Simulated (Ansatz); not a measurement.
**One shape, several levels: SnSe (SMILES [Se][Sn])**

Aim: a comparison of 6 runs (UHF/STO-3G, BHLYP/STO-3G, CAM-B3LYP/STO-3G, PBE/STO-3G, PBE0/STO-3G, UPBE/STO-3G) of SnSe. 

The results are computed with Ansatz 0.2.0.

57 further runs of the same task are left out: 19 that didn't finish, 38 set aside as unsound or not needed.

**1. The system as given**

SnSe has 2 atoms, charge 0, and is taken as a singlet. SMILES: `[Se][Sn]`. The Sn2–Se1 distance was set to 2.907 Å, away from the relaxed value.

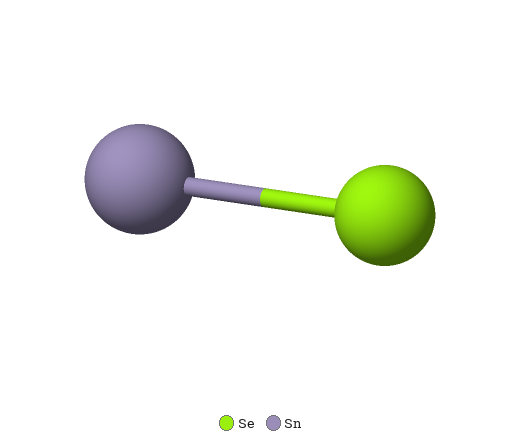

The structure, seen from a chosen angle (selenium green, tin purple).

**2. The energy at UHF/STO-3G (run 1)**

File run.yaml:

```yaml
crystal:
  periodic: [false, false, false]
  atoms:
    - symbol: Se
      position_ang: [0.000000, -0.000000, -0.574790]
    - symbol: Sn
      position_ang: [-0.000000, 0.000000, 2.331810]
basis:
  gaussian:
    orbitals: STO-3G
magnetization:
  spin_polarized: true
  initial_magnetization: 0
hamiltonian:
  xc: hf
accuracy: high
```

The run is started by

```sh
$ ansatz run run.yaml --threads 1 --pin off --max-ram 3480MiB --events-out events.jsonl --progress --plain --runs-dir runs
```

Log:

```text
Warning: RAYON_NUM_THREADS=1 ignored (pool sized by the plan → 1); use --threads N
Functional definition: HF
  name "HF"
  exchange = exact_x
  correlation = 0
687 factors; integrals over basis functions are off by at most 1.6e-8 eV
mean field evaluation 1: about -226846.9278 eV, gradient 1.7e1 eV
mean field evaluation 2: about -226846.9664 eV, gradient 1.7e1 eV
mean field evaluation 4: about -226854.0959 eV, gradient 4.4e0 eV
mean field evaluation 8: about -226854.4507 eV, gradient 7.0e-2 eV
mean field evaluation 16: about -226854.4424 eV, gradient 8.8e-4 eV
mean field evaluation 32: about -226854.6029 eV, gradient 1.1e-1 eV
mean field evaluation 64: about -226852.8089 eV, gradient 1.0e1 eV
mean field evaluation 96: about -226855.6958 eV, gradient 1.8e0 eV
mean field evaluation 128: about -226855.6275 eV, gradient 1.0e0 eV
mean field evaluation 160: about -226854.5504 eV, gradient 2.4e0 eV
mean field evaluation 192: about -226855.3739 eV, gradient 1.6e0 eV
mean field evaluation 224: about -226855.9854 eV, gradient 1.1e0 eV
mean field -226856.04286180 eV, -8336.8058066223 hartree, gradient 6.9e-9 eV, S^2 1.027948; 12 other end points of the search recorded, 0 dependent functions left out
reference -226856.04286180 eV, -8336.8058066223 hartree; 42, 42 occupied and 3, 3 virtual orbitals, 687 factors
Total energy: -226856.04286180 eV, -8336.8058066223 hartree
```

Run time: 7.2 s. Hardware: 1 thread of Arm Neoverse V1, shared host; peak memory 0.16 GiB.

**3. A single-point energy at BHLYP/STO-3G (run 2)**

File job.yaml:

```yaml
basis:
  gaussian: {orbitals: STO-3G}
crystal:
  periodic: [false, false, false]
  atoms:
    - {symbol: Se, position_ang: [0.000000, -0.000000, -0.574790]}
    - {symbol: Sn, position_ang: [-0.000000, 0.000000, 2.331810]}
hamiltonian: {xc: {name: BHLYP}}
accuracy: high
```

The run is started by

```sh
$ ansatz run job.yaml --threads 1 --pin off --max-ram 3480MiB --events-out events.jsonl --progress --plain --runs-dir runs
```

Log:

```text
Warning: RAYON_NUM_THREADS=1 ignored (pool sized by the plan → 1); use --threads N
Functional definition: BHLYP
  name "BHLYP"
  parameter a = 0.5
  exchange = (1 - a)*b88_x + a*exact_x
  correlation = lyp_c
687 factors; integrals over basis functions are off by at most 1.6e-8 eV
mean field evaluation 1: about -226945.3184 eV, gradient 2.5e1 eV
mean field evaluation 2: about -226865.7275 eV, gradient 7.3e1 eV
mean field evaluation 4: about -226950.2772 eV, gradient 2.0e1 eV
mean field evaluation 8: about -226950.6637 eV, gradient 1.9e1 eV
mean field evaluation 16: about -226953.5093 eV, gradient 2.7e-8 eV
mean field -226953.50931029 eV, -8340.3876325393 hartree, gradient 4.0e-8 eV, S^2 0.000000; 0 other end points of the search recorded, 0 dependent functions left out
reference -226953.50932928 eV, -8340.3876332373 hartree; 42, 42 occupied and 3, 3 virtual orbitals, 687 factors
Total energy: -226953.50932928 eV, -8340.3876332373 hartree
```

Wall time 2.4 s (1 thread of Arm Neoverse V1, shared host); peak memory 0.14 GiB.

Runs 3 to 4 aren't shown in full; the table further down has their settings and results.

**4. A single-point energy at PBE0/STO-3G (run 5)**

File molecule.yaml:

```yaml
crystal:
  periodic: [false, false, false]
  atoms:
    - {symbol: Se, position_ang: [0.000000, -0.000000, -0.574790]}
    - {symbol: Sn, position_ang: [-0.000000, 0.000000, 2.331810]}
basis:
  gaussian:
    orbitals: STO-3G
magnetization:
  spin_polarized: false
hamiltonian:
  xc: pbe0
accuracy: high
```

The run is started by

```sh
$ ansatz run molecule.yaml --threads 1 --pin off --max-ram 3480MiB --events-out events.jsonl --progress --plain --runs-dir runs
```

Log:

```text
Warning: RAYON_NUM_THREADS=1 ignored (pool sized by the plan → 1); use --threads N
Functional definition: PBE0
  name "PBE0"
  parameter a = 0.25
  parameter kappa = 0.804
  parameter beta = 0.06672455060314922
  exchange = (1 - a)*pbe_x(kappa = kappa, mu = beta*pi^2/3) + a*exact_x
  correlation = pbe_c(beta = beta)
687 factors; integrals over basis functions are off by at most 1.6e-8 eV
mean field evaluation 1: about -226924.3779 eV, gradient 2.6e1 eV
mean field evaluation 2: about -226837.5394 eV, gradient 6.6e1 eV
mean field evaluation 4: about -226926.1770 eV, gradient 2.5e1 eV
mean field evaluation 8: about -226927.2640 eV, gradient 2.4e1 eV
mean field evaluation 16: about -226932.7448 eV, gradient 9.9e-8 eV
mean field -226932.74482453 eV, -8339.6245517625 hartree, gradient 9.9e-8 eV, S^2 0.000000; 0 other end points of the search recorded, 0 dependent functions left out
reference -226932.74482590 eV, -8339.6245518126 hartree; 42, 42 occupied and 3, 3 virtual orbitals, 687 factors
Total energy: -226932.74482590 eV, -8339.6245518126 hartree
```

Wall time 2.4 s (1 thread of Arm Neoverse V1, shared host); peak memory 0.14 GiB.

**5. A single-point energy at UPBE/STO-3G (run 6)**

File job.yaml:

```yaml
crystal:
  periodic: [false, false, false]
  atoms:
    - {symbol: Se, position_ang: [0.000000, -0.000000, -0.574790]}
    - {symbol: Sn, position_ang: [-0.000000, 0.000000, 2.331810]}
basis:
  gaussian:
    orbitals: STO-3G
hamiltonian:
  xc: pbe
accuracy: high
magnetization:
  spin_polarized: true
```

The run is started by

```sh
$ ansatz run job.yaml --threads 1 --pin off --max-ram 3480MiB --events-out events.jsonl --progress --plain --runs-dir runs
```

Log (excerpt; [...] marks lines left out):

```text
Warning: RAYON_NUM_THREADS=1 ignored (pool sized by the plan → 1); use --threads N
Functional definition: PBE
  name "PBE"
[...]
687 factors; integrals over basis functions are off by at most 1.6e-8 eV
[...]
mean field -226918.52395492 eV, -8339.1019444434 hartree, gradient 4.4e-8 eV, S^2 0.190590; 11 other end points of the search recorded, 0 dependent functions left out
reference -226918.52395677 eV, -8339.1019445114 hartree; 42, 42 occupied and 3, 3 virtual orbitals, 687 factors
Total energy: -226918.52395677 eV, -8339.1019445114 hartree
```

Run time: 16 s. Hardware: 1 thread of Arm Neoverse V1, shared host; peak memory 0.14 GiB.

**6. Overview of the runs**

```csv
run,level,energy (Eh),wall time
1,UHF/STO-3G,-8336.805807,7.2 s
2,BHLYP/STO-3G,-8340.387633,2.4 s
3,CAM-B3LYP/STO-3G,-8340.339719,2.6 s
4,PBE/STO-3G,-8339.101614,5.7 s
5,PBE0/STO-3G,-8339.624552,2.4 s
6,UPBE/STO-3G,-8339.101945,16 s
```

**7. Outcome**

| quantity | value |
| --- | --- |
| run 6: total energy | -8339.10194 Eh |
| run 6: ⟨S²⟩ | 0.191 |

**Reading.** Totals of different functionals can't be ranked against each other. In runs 1, 2, 3, 4, 5, 6 the basis is minimal, so the values are rough. In runs 1, 2, 3, 4, 5, 6 relativity is left out where basis or elements ask for it. Spin contamination of the reference: run 1 ⟨S²⟩ = 1.03, run 6 ⟨S²⟩ = 0.19. Where it is this large, the reference is a mixture of spin states, and values that rest on it are in doubt. All runs together took 36 s, the longest 16 s.
